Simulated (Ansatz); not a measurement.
**TiAl: biaxial against axial strain, part 1 of 2**

The task, for TiAl: strain the cell in the xy plane and along z independently.

Computed with Ansatz 0.2.0 (DFT PBEsol, scalar-relativistic, plane waves, PAW, unless a step's input says otherwise).

**1. The structure to begin with**

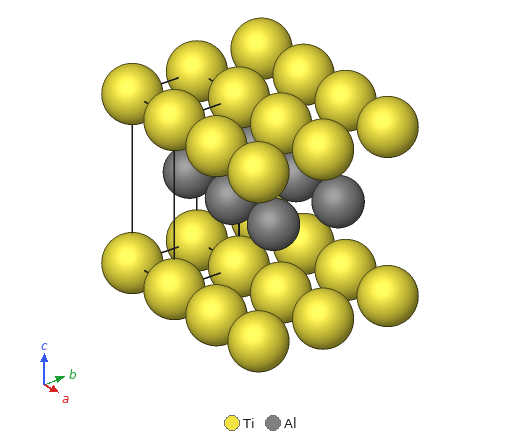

Start, viewed slightly off an axis; titanium yellow, aluminium grey. 3×2×1 cells are drawn. Atoms on the faces are drawn again on the opposite ones.

As a file:

```
Ti Al
1.0
     2.86726    0.00000    0.00000
    -1.43363    2.48312    0.00000
     0.00000    0.00000    4.67808
Ti Al
1 1
Direct
  0.00000 0.00000 0.00000
  0.33333 0.66667 0.50000
```

It goes back to an entry of the Materials Project, which need not be the stable form.

The cell is taken as given, not relaxed at this level.

**2. Zero of energy**

Reference values: F = -2998.9551 eV; pressure -2.84 GPa; largest force 0.000 eV/Å; gap on the mesh none (metal). It was computed beforehand with the settings of the runs below.

**3. Setting up biaxial against axial strain**

The cell is strained by p along both x and y and by q along z, with fractional coordinates fixed.

**4. p = -0.030, q = -0.030**

File input.yaml:

```yaml
crystal:
  lattice:
    - [2.7812443657, 0.0, 0.0]
    - [-1.3906221828, 2.4086282748, 0.0]
    - [0.0, 0.0, 4.53774051]
  atoms:
    - { symbol: Ti, position: [0.0, 0.0, 0.0] }
    - { symbol: Al, position: [0.3333333333, 0.6666666667, 0.5] }
basis:
  ecutwfc: 420
kpoints:
  mp_grid: { grid: [18, 18, 10] }
hamiltonian:
  xc: pbesol
scf:
  occupations: { method: gaussian, width: 0.15 }
output:
  forces: true
  stress: true
  eigenvalues: true
```

Launch:

```console
ansatz run input.yaml --threads 1 --pin off --max-ram 2560MiB --backend cpu --events-out ev --progress --plain --runs-dir out
```

Log, shortened:

```text
Warning: RAYON_NUM_THREADS=1 ignored (pool sized by the plan → 1); use --threads N
[...]
Pseudopotentials: kind: paw
Pseudopotential: Ti, paw, valence charge 12, recommended cutoff 420 eV (normal), Ti.paw.azcp
Pseudopotential: Al, paw, valence charge 3, recommended cutoff 420 eV (normal), Al.paw.azcp
Functional definition: PBEsol
[...]
Crystal: 2 atoms, lattice volume = 30.398 Å³
Basis set: ecut = 420 eV, 591 PW (Γ), exchange–correlation on 40×40×64 points (8 copies of the dense FFT grid, shifted against one another)
Bands: 12, of which v1, the nominal top of the filled ones, is band 8 counted from 1 (7 counted from 0)
Symmetry: 12 space group operations
Space group: P-6m2 (ITA 187), of the structure as read, at distance tolerance 3.1e-5 Å
[...]
SCF converged after 6 iterations
Free energy (F): -2998.913366 eV
[...]
E sigma→0 (E₀):  -2998.900357 eV
Entropy (-TS):   -0.026017 eV (-13.009 meV/atom)
Fermi energy:    11.582076 eV
[...]
--- Forces (eV/Å), atoms counted from 1 ---
  atom   1  Ti    -0.00000000     0.00000000     0.00000000
  atom   2  Al     0.00000000    -0.00000000     0.00000000
[...]
--- Stress (GPa, compression-positive) ---
        8.089158      -0.000000       0.000000
       -0.000000       8.089158       0.000000
        0.000000       0.000000       8.509749
  P = ⅓ Tr σ = 8.2294 GPa (82.294 kbar)
--- Band table (eV; the first three rows and the last of 222) ---
  k-point 0: bands = ["-44.4670", "-20.9267", "-20.3863", "-20.3863", "2.2170", "9.1789", "9.7182", "12.9740", "12.9740", "14.6694", "14.6694", "15.9541"]
[...]
```

Wall time 13 s (1 thread of Intel Xeon at 2.50GHz (Skylake/Cascade Lake), shared host); peak memory 0.41 GiB.

**5. Point p = -0.030, q = 0.000**

Changes to input.yaml since step 4:

```diff
@@ -4,3 +4,3 @@
     - [-1.3906221828, 2.4086282748, 0.0]
-    - [0.0, 0.0, 4.53774051]
+    - [0.0, 0.0, 4.678083]
   atoms:
```

Launch:

```console
ansatz run input.yaml --threads 1 --pin off --max-ram 2560MiB --backend cpu --events-out ev --progress --plain --runs-dir out
```

Log, shortened:

```text
[...]
SCF converged after 6 iterations
Free energy (F): -2998.937670 eV
[...]
E sigma→0 (E₀):  -2998.925624 eV
Entropy (-TS):   -0.024091 eV (-12.046 meV/atom)
Fermi energy:    11.203076 eV
[...]
--- Forces (eV/Å), atoms counted from 1 ---
  atom   1  Ti    -0.00000000     0.00000000     0.00000000
  atom   2  Al     0.00000000     0.00000000     0.00000000
[...]
--- Stress (GPa, compression-positive) ---
        5.660029       0.000000       0.000000
        0.000000       5.660029       0.000000
        0.000000       0.000000      -0.012522
  P = ⅓ Tr σ = 3.7692 GPa (37.692 kbar)
--- Band table (eV; the first three rows and the last of 222) ---
  k-point 0: bands = ["-44.9258", "-21.3770", "-20.8387", "-20.8387", "1.9044", "8.7019", "9.0820", "12.5669", "12.5669", "14.2658", "14.2658", "15.0195"]
[...]
```

It took 14 s on 1 thread of Intel Xeon at 2.50GHz (Skylake/Cascade Lake), shared host; peak memory 0.41 GiB.

**6. p = -0.030, q = 0.030**

Changes to input.yaml since step 5:

```diff
@@ -4,3 +4,3 @@
     - [-1.3906221828, 2.4086282748, 0.0]
-    - [0.0, 0.0, 4.678083]
+    - [0.0, 0.0, 4.81842549]
   atoms:
```

Launch:

```console
ansatz run input.yaml --threads 1 --pin off --max-ram 2560MiB --backend cpu --events-out ev --progress --plain --runs-dir out
```

Log, shortened:

```text
[...]
SCF converged after 6 iterations
Free energy (F): -2998.915694 eV
[...]
E sigma→0 (E₀):  -2998.904392 eV
Entropy (-TS):   -0.022604 eV (-11.302 meV/atom)
Fermi energy:    10.848119 eV
[...]
--- Forces (eV/Å), atoms counted from 1 ---
  atom   1  Ti    -0.00000000     0.00000000     0.00000000
  atom   2  Al     0.00000000    -0.00000000     0.00000000
[...]
--- Stress (GPa, compression-positive) ---
        3.886139       0.000000       0.000000
        0.000000       3.886139       0.000000
        0.000000       0.000000      -7.263490
  P = ⅓ Tr σ = 0.1696 GPa (1.696 kbar)
--- Band table (eV; the first three rows and the last of 222) ---
  k-point 0: bands = ["-45.3648", "-21.8118", "-21.2706", "-21.2706", "1.6111", "8.2345", "8.5055", "12.1733", "12.1733", "13.8745", "13.8745", "14.1526"]
[...]
```

It took 15 s on 1 thread of Intel Xeon at 2.50GHz (Skylake/Cascade Lake), shared host; peak memory 0.42 GiB.

**7. At p = 0.000, q = -0.030**

Changes to input.yaml since step 6:

```diff
@@ -2,5 +2,5 @@
   lattice:
-    - [2.7812443657, 0.0, 0.0]
-    - [-1.3906221828, 2.4086282748, 0.0]
-    - [0.0, 0.0, 4.81842549]
+    - [2.8672622327, 0.0, 0.0]
+    - [-1.4336311163, 2.4831219328, 0.0]
+    - [0.0, 0.0, 4.53774051]
   atoms:
```

Launch:

```console
ansatz run input.yaml --threads 1 --pin off --max-ram 2560MiB --backend cpu --events-out ev --progress --plain --runs-dir out
```

Log, shortened:

```text
Warning: RAYON_NUM_THREADS=1 ignored (pool sized by the plan → 1); use --threads N
[...]
[... 4 set-up lines as earlier in the session ...]
[...]
Crystal: 2 atoms, lattice volume = 32.308 Å³
[...]
  atom   1  Ti    -0.00000000     0.00000000     0.00000000
  atom   2  Al     0.00000000     0.00000000     0.00000000
[...]
--- Stress (GPa, compression-positive) ---
       -0.267206       0.000000      -0.000000
        0.000000      -0.267206      -0.000000
       -0.000000      -0.000000       3.224763
  P = ⅓ Tr σ = 0.8968 GPa (8.968 kbar)
--- Band table (eV; the first three rows and the last of 222) ---
  k-point 0: bands = ["-45.4654", "-21.9090", "-21.4795", "-21.4795", "1.7356", "8.5148", "9.1496", "12.0246", "12.0246", "13.5098", "13.5098", "15.1582"]
[...]
```

Wall time 13 s (1 thread of Intel Xeon at 2.50GHz (Skylake/Cascade Lake), shared host); peak memory 0.41 GiB.

**8. Point p = 0.000, q = 0.030**

Changes to input.yaml since step 7:

```diff
@@ -4,3 +4,3 @@
     - [-1.4336311163, 2.4831219328, 0.0]
-    - [0.0, 0.0, 4.53774051]
+    - [0.0, 0.0, 4.81842549]
   atoms:
```

Launch:

```console
ansatz run input.yaml --threads 1 --pin off --max-ram 2560MiB --backend cpu --events-out ev --progress --plain --runs-dir out
```

Log, shortened:

```text
Warning: RAYON_NUM_THREADS=1 ignored (pool sized by the plan → 1); use --threads N
[...]
[... 4 set-up lines as earlier in the session ...]
[...]
Crystal: 2 atoms, lattice volume = 34.306 Å³
[...]
  atom   1  Ti    -0.00000000     0.00000000     0.00000000
  atom   2  Al    -0.00000000    -0.00000000     0.00000000
[...]
--- Stress (GPa, compression-positive) ---
       -3.932455       0.000000       0.000000
        0.000000      -3.932455       0.000000
        0.000000       0.000000      -9.713401
  P = ⅓ Tr σ = -5.8594 GPa (-58.594 kbar)
--- Band table (eV; the first three rows and the last of 222) ---
  k-point 0: bands = ["-46.3097", "-22.7399", "-22.3126", "-22.3126", "1.1727", "7.6123", "7.9812", "11.2746", "11.2746", "12.7660", "12.7660", "13.4349"]
[...]
```

Run time: 15 s. Hardware: 1 thread of Intel Xeon at 2.50GHz (Skylake/Cascade Lake), shared host; peak memory 0.42 GiB.

**9. Point p = 0.030, q = -0.030**

Changes to input.yaml since step 8:

```diff
@@ -2,5 +2,5 @@
   lattice:
-    - [2.8672622327, 0.0, 0.0]
-    - [-1.4336311163, 2.4831219328, 0.0]
-    - [0.0, 0.0, 4.81842549]
+    - [2.9532800997, 0.0, 0.0]
+    - [-1.4766400498, 2.5576155908, 0.0]
+    - [0.0, 0.0, 4.53774051]
   atoms:
```

Launch:

```console
ansatz run input.yaml --threads 1 --pin off --max-ram 2560MiB --backend cpu --events-out ev --progress --plain --runs-dir out
```

Log, shortened:

```text
[...]
SCF converged after 6 iterations
Free energy (F): -2998.913450 eV
[...]
E sigma→0 (E₀):  -2998.897661 eV
Entropy (-TS):   -0.031578 eV (-15.789 meV/atom)
Fermi energy:    9.954084 eV
[...]
--- Forces (eV/Å), atoms counted from 1 ---
  atom   1  Ti     0.00000000    -0.00000000     0.00000000
  atom   2  Al     0.00000000    -0.00000000     0.00000000
[...]
--- Stress (GPa, compression-positive) ---
       -6.552474      -0.000000       0.000000
       -0.000000      -6.552474       0.000000
        0.000000       0.000000      -1.261457
  P = ⅓ Tr σ = -4.7888 GPa (-47.888 kbar)
--- Band table (eV; the first three rows and the last of 222) ---
  k-point 0: bands = ["-46.3969", "-22.8265", "-22.4786", "-22.4786", "1.2943", "7.9235", "8.6331", "11.1462", "11.1462", "12.4494", "12.4494", "14.3943"]
[...]
```

Run time: 15 s. Hardware: 1 thread of Intel Xeon at 2.50GHz (Skylake/Cascade Lake), shared host; peak memory 0.42 GiB.

**10. At p = 0.030, q = 0.000**

Changes to input.yaml since step 9:

```diff
@@ -4,3 +4,3 @@
     - [-1.4766400498, 2.5576155908, 0.0]
-    - [0.0, 0.0, 4.53774051]
+    - [0.0, 0.0, 4.678083]
   atoms:
```

Launch:

```console
ansatz run input.yaml --threads 1 --pin off --max-ram 2560MiB --backend cpu --events-out ev --progress --plain --runs-dir out
```

Log, shortened:

```text
Warning: RAYON_NUM_THREADS=1 ignored (pool sized by the plan → 1); use --threads N
[...]
[... 4 set-up lines as earlier in the session ...]
[...]
Crystal: 2 atoms, lattice volume = 35.335 Å³
[...]
  atom   1  Ti     0.00000000    -0.00000000     0.00000000
  atom   2  Al     0.00000000    -0.00000000     0.00000000
[...]
--- Stress (GPa, compression-positive) ---
       -8.294908       0.000000       0.000000
        0.000000      -8.294908       0.000000
        0.000000       0.000000      -7.044895
  P = ⅓ Tr σ = -7.8782 GPa (-78.782 kbar)
--- Band table (eV; the first three rows and the last of 222) ---
  k-point 0: bands = ["-46.8080", "-23.2274", "-22.8860", "-22.8860", "1.0252", "7.4868", "8.0410", "10.7846", "10.7846", "12.0911", "12.0911", "13.5357"]
[...]
```

Run time: 15 s. Hardware: 1 thread of Intel Xeon at 2.50GHz (Skylake/Cascade Lake), shared host; peak memory 0.42 GiB.

**11. p = 0.030, q = 0.030**

Changes to input.yaml since step 10:

```diff
@@ -4,3 +4,3 @@
     - [-1.4766400498, 2.5576155908, 0.0]
-    - [0.0, 0.0, 4.678083]
+    - [0.0, 0.0, 4.81842549]
   atoms:
@@ -20 +20,5 @@
   eigenvalues: true
+  write_density: true
+  write_potential: true
+  elf: true
+  volumetric_format: npy
```

Launch:

```console
ansatz run input.yaml --threads 1 --pin off --max-ram 2560MiB --backend cpu --events-out ev --progress --plain --runs-dir out
```

Log, shortened:

```text
[...]
SCF converged after 6 iterations
Free energy (F): -2998.822211 eV
[...]
E sigma→0 (E₀):  -2998.807144 eV
Entropy (-TS):   -0.030133 eV (-15.067 meV/atom)
Fermi energy:    9.269579 eV
[...]
--- Forces (eV/Å), atoms counted from 1 ---
  atom   1  Ti     0.00000000    -0.00000000     0.00000000
  atom   2  Al    -0.00000000     0.00000000     0.00000000
[...]
--- Stress (GPa, compression-positive) ---
       -9.577572      -0.000000       0.000000
       -0.000000      -9.577572       0.000000
        0.000000       0.000000     -11.928467
  P = ⅓ Tr σ = -10.3612 GPa (-103.612 kbar)
--- Band table (eV; the first three rows and the last of 222) ---
  k-point 0: bands = ["-47.1979", "-23.6121", "-23.2713", "-23.2713", "0.7718", "7.0590", "7.5045", "10.4375", "10.4375", "11.7468", "11.7468", "12.7400"]
[...]
```

Run time: 23 s. Hardware: 1 thread of Intel Xeon at 2.50GHz (Skylake/Cascade Lake), shared host; peak memory 0.43 GiB.

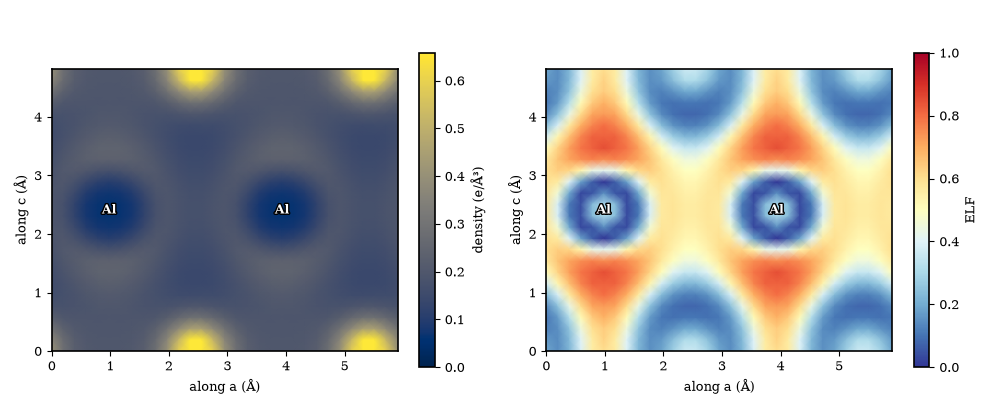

Density (left) and ELF (right) in a lattice plane of the grid's cell (edges 2.95 and 4.82 Å, at 0.667 of the third edge), which holds Al. Only atoms in the plane are labelled; the density scale stops at 0.66 e/Å³. Both are smooth fields of the valence electrons: close to the nuclei they are not physical.

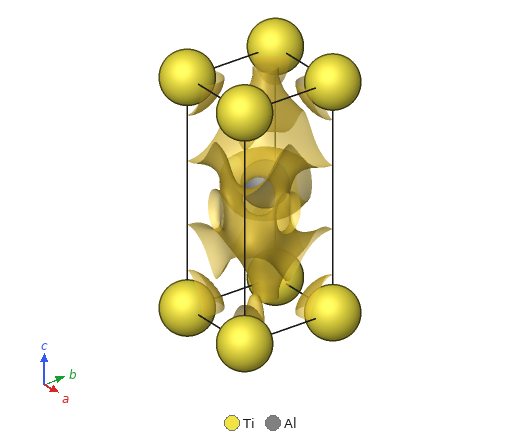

Surface of ELF = 0.52, drawn in one cell.

Maxima of ELF outside the ion cores: 0.85 beside Al, off the lines to its neighbours, 1.1 Å from Al; 0.58 between the atoms, 1.7 Å from Ti.

**12. p = -0.030, q = -0.015**

File input.yaml:

```yaml
crystal:
  lattice:
    - [2.7812443657, 0.0, 0.0]
    - [-1.3906221828, 2.4086282748, 0.0]
    - [0.0, 0.0, 4.607911755]
  atoms:
    - { symbol: Ti, position: [0.0, 0.0, 0.0] }
    - { symbol: Al, position: [0.3333333333, 0.6666666667, 0.5] }
basis:
  ecutwfc: 420
kpoints:
  mp_grid: { grid: [18, 18, 10] }
hamiltonian:
  xc: pbesol
scf:
  occupations: { method: gaussian, width: 0.15 }
output:
  forces: true
  stress: true
  eigenvalues: true
```

Launch:

```console
ansatz run input.yaml --threads 1 --pin off --max-ram 2560MiB --backend cpu --events-out ev --progress --plain --runs-dir out
```

Log, shortened:

```text
[...]
SCF converged after 6 iterations
Free energy (F): -2998.931767 eV
[...]
E sigma→0 (E₀):  -2998.919235 eV
Entropy (-TS):   -0.025065 eV (-12.533 meV/atom)
Fermi energy:    11.389440 eV
[...]
--- Forces (eV/Å), atoms counted from 1 ---
  atom   1  Ti    -0.00000000     0.00000000     0.00000000
  atom   2  Al     0.00000000     0.00000000     0.00000000
[...]
--- Stress (GPa, compression-positive) ---
        6.782512       0.000000       0.000000
        0.000000       6.782512       0.000000
        0.000000       0.000000       4.088620
  P = ⅓ Tr σ = 5.8845 GPa (58.845 kbar)
--- Band table (eV; the first three rows and the last of 222) ---
  k-point 0: bands = ["-44.6989", "-21.1538", "-20.6151", "-20.6151", "2.0581", "8.9393", "9.3922", "12.7688", "12.7688", "14.4660", "14.4660", "15.4781"]
[...]
```

It took 15 s on 1 thread of Intel Xeon at 2.50GHz (Skylake/Cascade Lake), shared host; peak memory 0.41 GiB.

**13. p = -0.030, q = 0.015**

Changes to input.yaml since step 12:

```diff
@@ -4,3 +4,3 @@
     - [-1.3906221828, 2.4086282748, 0.0]
-    - [0.0, 0.0, 4.607911755]
+    - [0.0, 0.0, 4.748254245]
   atoms:
@@ -20 +20,5 @@
   eigenvalues: true
+  write_density: true
+  write_potential: true
+  elf: true
+  volumetric_format: npy
```

Launch:

```console
ansatz run input.yaml --threads 1 --pin off --max-ram 2560MiB --backend cpu --events-out ev --progress --plain --runs-dir out
```

Log, shortened:

```text
[...]
SCF converged after 6 iterations
Free energy (F): -2998.932001 eV
[...]
E sigma→0 (E₀):  -2998.920379 eV
Entropy (-TS):   -0.023244 eV (-11.622 meV/atom)
Fermi energy:    11.022766 eV
[...]
--- Forces (eV/Å), atoms counted from 1 ---
  atom   1  Ti    -0.00000000     0.00000000     0.00000000
  atom   2  Al     0.00000000    -0.00000000     0.00000000
[...]
--- Stress (GPa, compression-positive) ---
        4.702850       0.000000       0.000000
       -0.000000       4.702850       0.000000
        0.000000       0.000000      -3.797560
  P = ⅓ Tr σ = 1.8694 GPa (18.694 kbar)
--- Band table (eV; the first three rows and the last of 222) ---
  k-point 0: bands = ["-45.1477", "-21.5964", "-21.0571", "-21.0571", "1.7555", "8.4670", "8.7868", "12.3684", "12.3684", "14.0686", "14.0686", "14.5778"]
[...]
```

Wall time 19 s (1 thread of Intel Xeon at 2.50GHz (Skylake/Cascade Lake), shared host); peak memory 0.42 GiB.

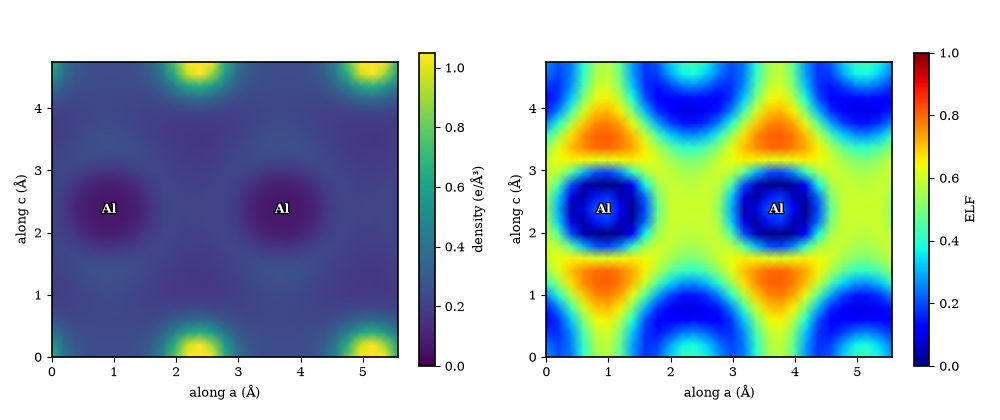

Density (left) and ELF (right) in a lattice plane of the grid's cell (edges 2.78 and 4.75 Å, at 0.667 of the third edge), which holds Al. Only atoms in the plane are labelled; the density scale stops at 1.05 e/Å³. Both are smooth fields of the valence electrons: close to the nuclei they are not physical.

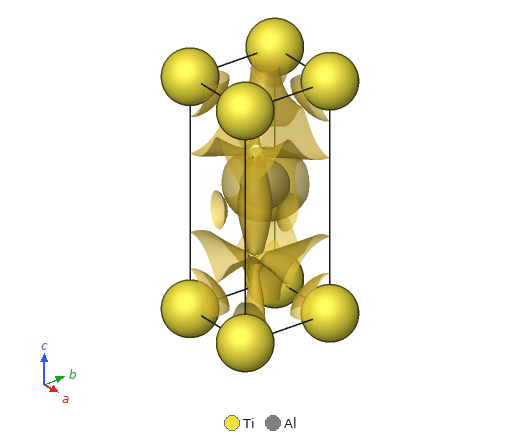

Surface of ELF = 0.46, drawn in one cell.

Outside the cores ELF peaks at 0.81 beside Al, off the lines to its neighbours, 1.2 Å from Al; 0.52 between the atoms, 1.6 Å from Ti.

**14. p = -0.015, q = -0.030**

File input.yaml:

```yaml
crystal:
  lattice:
    - [2.8242532992, 0.0, 0.0]
    - [-1.4121266496, 2.4458751038, 0.0]
    - [0.0, 0.0, 4.53774051]
  atoms:
    - { symbol: Ti, position: [0.0, 0.0, 0.0] }
    - { symbol: Al, position: [0.3333333333, 0.6666666667, 0.5] }
basis:
  ecutwfc: 420
kpoints:
  mp_grid: { grid: [18, 18, 10] }
hamiltonian:
  xc: pbesol
scf:
  occupations: { method: gaussian, width: 0.15 }
output:
  forces: true
  stress: true
  eigenvalues: true
```

Launch:

```console
ansatz run input.yaml --threads 1 --pin off --max-ram 2560MiB --backend cpu --events-out ev --progress --plain --runs-dir out
```

Log, shortened:

```text
[...]
SCF converged after 6 iterations
Free energy (F): -2998.947629 eV
[...]
E sigma→0 (E₀):  -2998.933854 eV
Entropy (-TS):   -0.027551 eV (-13.775 meV/atom)
Fermi energy:    11.143235 eV
[...]
--- Forces (eV/Å), atoms counted from 1 ---
  atom   1  Ti    -0.00000000     0.00000000     0.00000000
  atom   2  Al     0.00000000     0.00000000     0.00000000
[...]
--- Stress (GPa, compression-positive) ---
        3.617200      -0.000000       0.000000
        0.000000       3.617200       0.000000
        0.000000       0.000000       5.771737
  P = ⅓ Tr σ = 4.3354 GPa (43.354 kbar)
--- Band table (eV; the first three rows and the last of 222) ---
  k-point 0: bands = ["-44.9745", "-21.4259", "-20.9451", "-20.9451", "1.9710", "8.8368", "9.4270", "12.4901", "12.4901", "14.0767", "14.0767", "15.5524"]
[...]
```

It took 16 s on 1 thread of Intel Xeon at 2.50GHz (Skylake/Cascade Lake), shared host; peak memory 0.41 GiB.

**15. At p = -0.015, q = 0.000**

Changes to input.yaml since step 14:

```diff
@@ -4,3 +4,3 @@
     - [-1.4121266496, 2.4458751038, 0.0]
-    - [0.0, 0.0, 4.53774051]
+    - [0.0, 0.0, 4.678083]
   atoms:
```

Launch:

```console
ansatz run input.yaml --threads 1 --pin off --max-ram 2560MiB --backend cpu --events-out ev --progress --plain --runs-dir out
```

Log, shortened:

```text
[...]
SCF converged after 6 iterations
Free energy (F): -2998.958609 eV
[...]
E sigma→0 (E₀):  -2998.945584 eV
Entropy (-TS):   -0.026050 eV (-13.025 meV/atom)
Fermi energy:    10.770914 eV
[...]
--- Forces (eV/Å), atoms counted from 1 ---
  atom   1  Ti    -0.00000000    -0.00000000     0.00000000
  atom   2  Al     0.00000000     0.00000000    -0.00000000
[...]
--- Stress (GPa, compression-positive) ---
        1.334879       0.000000       0.000000
        0.000000       1.334879      -0.000000
        0.000000      -0.000000      -1.943396
  P = ⅓ Tr σ = 0.2421 GPa (2.421 kbar)
--- Band table (eV; the first three rows and the last of 222) ---
  k-point 0: bands = ["-45.4191", "-21.8619", "-21.3839", "-21.3839", "1.6697", "8.3708", "8.8027", "12.0965", "12.0965", "13.6865", "13.6865", "14.6387"]
[...]
```

It took 15 s on 1 thread of Intel Xeon at 2.50GHz (Skylake/Cascade Lake), shared host; peak memory 0.42 GiB.

**16. At p = -0.015, q = 0.030**

Changes to input.yaml since step 15:

```diff
@@ -4,3 +4,3 @@
     - [-1.4121266496, 2.4458751038, 0.0]
-    - [0.0, 0.0, 4.678083]
+    - [0.0, 0.0, 4.81842549]
   atoms:
```

Launch:

```console
ansatz run input.yaml --threads 1 --pin off --max-ram 2560MiB --backend cpu --events-out ev --progress --plain --runs-dir out
```

Log, shortened:

```text
[...]
SCF converged after 6 iterations
Free energy (F): -2998.926427 eV
[...]
E sigma→0 (E₀):  -2998.914257 eV
Entropy (-TS):   -0.024340 eV (-12.170 meV/atom)
Fermi energy:    10.421557 eV
[...]
--- Forces (eV/Å), atoms counted from 1 ---
  atom   1  Ti     0.00000000     0.00000000     0.00000000
  atom   2  Al     0.00000000    -0.00000000     0.00000000
[...]
--- Stress (GPa, compression-positive) ---
       -0.341290       0.000000       0.000000
        0.000000      -0.341290       0.000000
        0.000000       0.000000      -8.505249
  P = ⅓ Tr σ = -3.0626 GPa (-30.626 kbar)
--- Band table (eV; the first three rows and the last of 222) ---
  k-point 0: bands = ["-45.8439", "-22.2826", "-21.8022", "-21.8022", "1.3869", "7.9140", "8.2370", "11.7163", "11.7163", "13.3088", "13.3088", "13.7912"]
[...]
```

Run time: 13 s. Hardware: 1 thread of Intel Xeon at 2.50GHz (Skylake/Cascade Lake), shared host; peak memory 0.42 GiB.

(Continued in part 2 of 2.)
